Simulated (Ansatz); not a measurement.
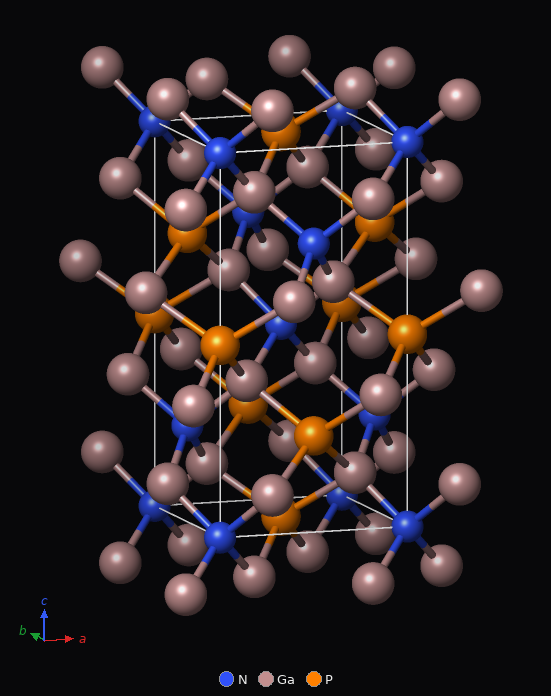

A ball-and-stick rendering, viewed slightly off an axis. The box is the conventional unit cell; atoms on or close to its faces, edges and corners are drawn wherever they repeat. Outside the box, the atoms bonded to those within are drawn.

Ga2PN, space group I-42d (No. 122), a = 4.990 Å, b = 4.990 Å, c = 9.815 Å, α = 90.00°, β = 90.00°, γ = 90.00°. Origin of the cell: a structure type filled with these elements by a generator (whether the compound takes this form wasn't checked). Earlier steps of the study may have refined or changed the cell and positions. It was run through Ansatz as a DFT input.

This one geometry was computed with Ansatz (DFT, plane waves, PAW) at five levels of theory: PBE, r2SCAN, PBE with spin-orbit coupling, PBE0 and HSE06. It was relaxed beforehand with r2SCAN.

> Which level gives the highest pressure at this volume, and what does that say about its equilibrium volume?

Highest: PBE (3.7 GPa) and PBE with spin-orbit coupling (3.7 GPa), which points to the largest equilibrium volume. Lowest, with the smallest volume: r2SCAN (0.0 GPa), PBE0 (0.0 GPa) and HSE06 (0.2 GPa). Levels within 0.5 GPa of each other can't be told apart.

> How does the band gap change with the level of theory?

PBE with spin-orbit coupling: a gap of 1.35 eV, direct; PBE: a gap of 1.35 eV, direct; r2SCAN: a gap of 1.77 eV, direct; HSE06: a gap of 2.34 eV, direct; PBE0: a gap of 3.00 eV, direct.

> Collect the results in a table.

| level | cutoff (eV) | k-mesh of the run's cell | gap (eV) | pressure (GPa) |
| --- | --- | --- | --- | --- |
| PBE | 420 | 8×8×8 | 1.35 | 3.7 |
| r2SCAN | 500 | 8×8×8 | 1.77 | 0.0 |
| PBE with spin-orbit coupling | 420 | 8×8×8 | 1.35 | 3.7 |
| PBE0 | 420 | 4×4×4 | 3.00 | 0.0 |
| HSE06 | 420 | 4×4×4 | 2.34 | 0.2 |

Gaps are taken on the k-mesh or band path of each run.
